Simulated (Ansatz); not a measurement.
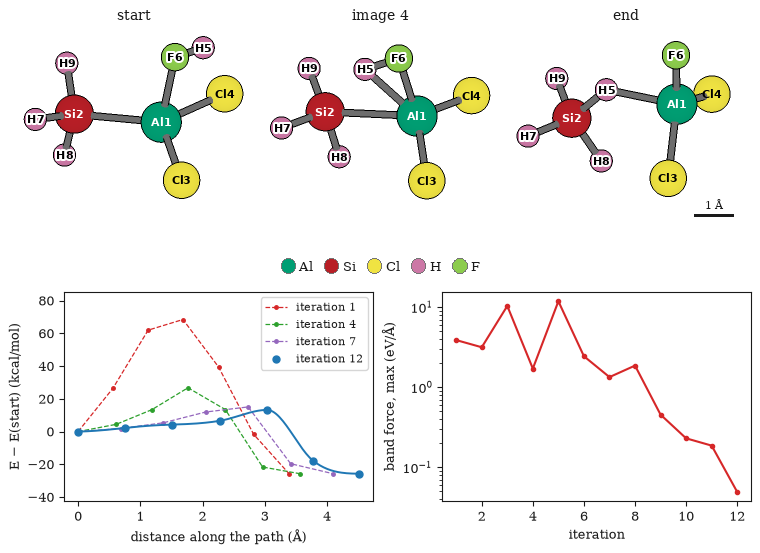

NEB run on AlSiH₄Cl₂F. Images are numbered from 0 (start) to 6 (end). The plot follows the band through its iterations. A ball-and-stick model, seen at a tilt.

Computed with Ansatz 0.2.0, RKS PBE0-D4/def2-SVP. Settings: 5 movable images; climbing image.

### How did the profile develop, and is the result final?

The run is converged, with reservations. The band converged in 12 iterations. The largest component of the band force went from 3.9 to 0.049 eV/Å. The climbing image converged on the top of the path. Its curvatures weren't checked. The largest force component is 0.21 eV/Å at the start and 0.55 eV/Å at the end; an end with forces this large is no minimum, and the barrier measured from it can be far off. The first iteration put the highest image at 68.5 kcal/mol. The highest point, image 4, lies 13.3 kcal/mol above the start and 39.0 kcal/mol above the end; the end is at −25.7 kcal/mol relative to the start.
